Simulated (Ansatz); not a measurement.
## Electronic structure of C$_{4}$H$_{3}$F$_{3}$ (SMILES FC=CC(F)=CF) in real space

The calculation's input:

```
crystal:
  periodic: [false, false, false]
  atoms:
    - {symbol: F, position_ang: [-2.256417, 1.754291, 0.733469]}
    - {symbol: C, position_ang: [-1.624327, 0.751447, 0.129666]}
    - {symbol: C, position_ang: [-0.329934, 0.536406, 0.327008]}
    - {symbol: C, position_ang: [0.379929, -0.538410, -0.310806]}
    - {symbol: F, position_ang: [-0.340623, -1.324861, -1.127423]}
    - {symbol: C, position_ang: [1.670704, -0.830204, -0.174118]}
    - {symbol: F, position_ang: [2.453451, -0.096049, 0.619279]}
    - {symbol: H, position_ang: [-2.271838, 0.165088, -0.510033]}
    - {symbol: H, position_ang: [0.234122, 1.181563, 0.989120]}
    - {symbol: H, position_ang: [2.168033, -1.650370, -0.673363]}
basis:
  gaussian: {orbitals: def2-TZVPP}
hamiltonian: {xc: pbe0, dispersion: d4}
output: {orbitals: {seedname: orbitals}}
```

Launched as:

```sh
ansatz run in.yaml --threads 4 --pin off --events-out ev --progress --plain --max-ram 10444MiB
```

Geometry: PBE0-D4/def2-TZVP.

Theory: RKS PBE0-D4/def2-TZVPP (Ansatz).

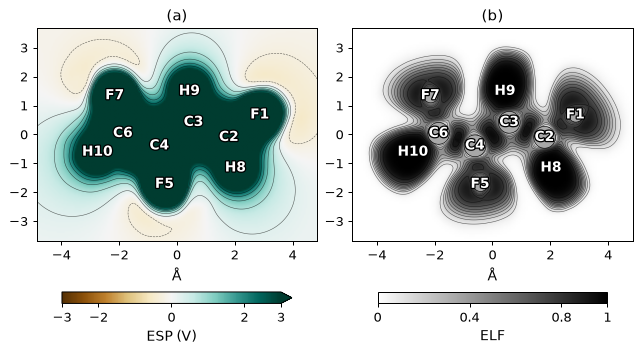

Figure 1. (a) electrostatic potential; (b) electron localisation function on the molecular plane. Grey discs cover the atomic cores in the ELF map.

Read the bonding off the picture.

Answer. The plane passes through F, C and H nuclei. C–C (1.33 Å): the ELF peaks at about 0.95 between the atoms: a multiple bond. C–F (1.33 Å): the ELF peaks at about 0.85 between the atoms, as expected for a shared but strongly polarised pair. C–H (1.08 Å): the ELF climbs to about 1 towards the hydrogen, as it does in any bond to H (a covalent bond by its length). C–C (1.44 Å): the ELF peaks at about 0.95 between the atoms (localised, covalent bonding). The ELF also peaks beside F5, F1 and F7, away from the bonds: lone-pair regions. Outside the dense part of the molecule the potential is most negative (−0.5 V) near F1.

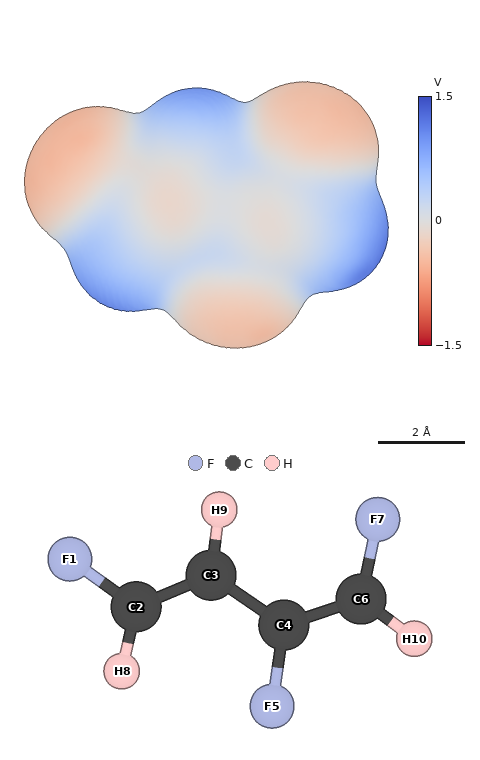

Figure 2. The molecular electrostatic potential painted on the density surface at 0.001 e/bohr³, seen across its widest extent; the colour scale runs from red (negative) to blue (positive). The bare structure is drawn below in the same view.

Which sites attract a positive test charge, and which a negative one?

Answer. A positive charge is drawn to the negative regions and a negative charge to the positive ones. The most negative region (about −0.5 V) lies over F1 and F7, the most positive (about +1.1 V) over H10.

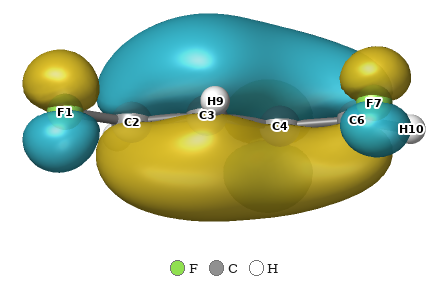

Figure 3. The HOMO−1 at ±0.08 Å⁻³ᐟ² (yellow and cyan are the two phases), seen from one side.

Where does this orbital lie, and at what energy?

Answer. By Hirshfeld shares it lies mainly on C3 (about 30 %), C4 (about 20 %), C2 (about 15 %), F5 (about 15 %), F1 (about 10 %) and C6 (about 5 %); it changes sign across the molecular plane (π type); π-bonding across C2–C3, C3–C4 and C4–C6; π-antibonding (a node) across F1–C2 and C4–F5. Its energy is −9.18 eV.

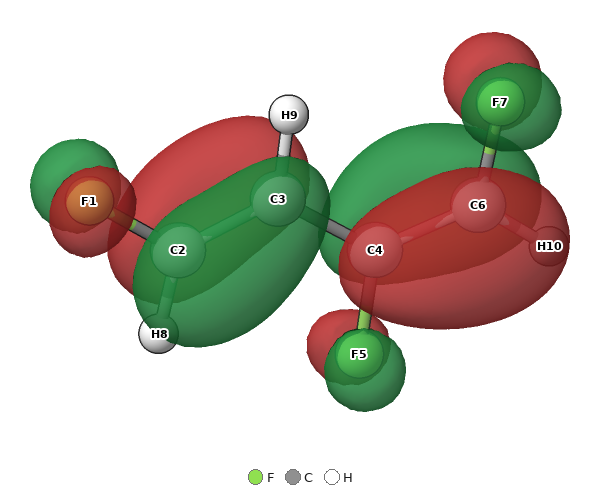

Figure 4. One frontier orbital at ±0.1 Å⁻³ᐟ² (green and red are the two phases), seen at a tilt.

Which orbital is it: HOMO or LUMO?

Answer. The HOMO, at −6.84 eV. Its weight (Hirshfeld) is mainly on C6 (about 25 %), C2 (about 20 %), C4 (about 20 %), C3 (about 15 %), F7 (about 10 %) and F1 (about 5 %); it changes sign across the molecular plane (π type); π-bonding across C2–C3 and C4–C6; π-antibonding (a node) across C3–C4 and C6–F7.
